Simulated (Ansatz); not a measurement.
```xyz
14

C    -2.0933    0.3731    0.7713
S    -0.7138   -0.1231    1.8563
Si    0.7828   -0.5269    0.3761
N     0.1672   -1.6625   -0.7758
Si    1.3474    1.4086   -0.8236
H    -2.1067   -0.2476   -0.1356
H    -3.0241    0.2129    1.3313
H    -2.0211    1.4352    0.4981
H     1.9359   -0.9850    1.2176
H    -0.1224   -2.5916   -0.4887
H     0.4864   -1.6498   -1.7376
H     2.0743    2.3649    0.0665
H     0.1135    2.0794   -1.3414
H     2.2229    1.0908   -1.9990
```

Method: RKS PBE0-D4/def2-SVP in Ansatz 0.2.0.

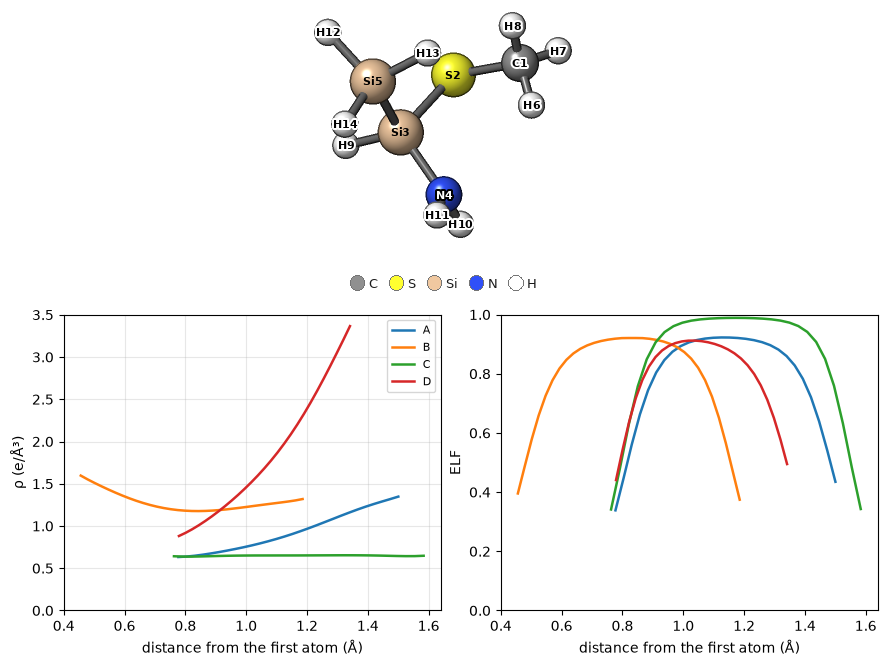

CH$_{9}$NSSi$_{2}$ (SMILES CS[SiH](N)[SiH3]). Electron density and electron localisation function along straight lines between neighbouring atoms. The curves leave out the atomic cores. The structure is drawn too.

Q: Which curve belongs to which contact (C–S, Si–N, Si–S and Si–Si)? The first atom named is at distance zero.

A: Curve A: Si–S (2.14 Å): the density is about 0.82 e/Å³ at the midpoint; the ELF peaks at about 0.90 between the atoms, as expected for a covalent bond. Curve B: C–S (1.82 Å): the density is about 1.2 e/Å³ at the midpoint; the ELF peaks at about 0.90 between the atoms: localised, covalent bonding. Curve C: Si–Si (2.35 Å): the density is about 0.65 e/Å³ at the midpoint; the ELF peaks at about 1 between the atoms: localised, covalent bonding. Curve D: Si–N (1.73 Å): the density is about 1.1 e/Å³ at the midpoint; the ELF peaks at about 0.90 between the atoms; a polar covalent bond.
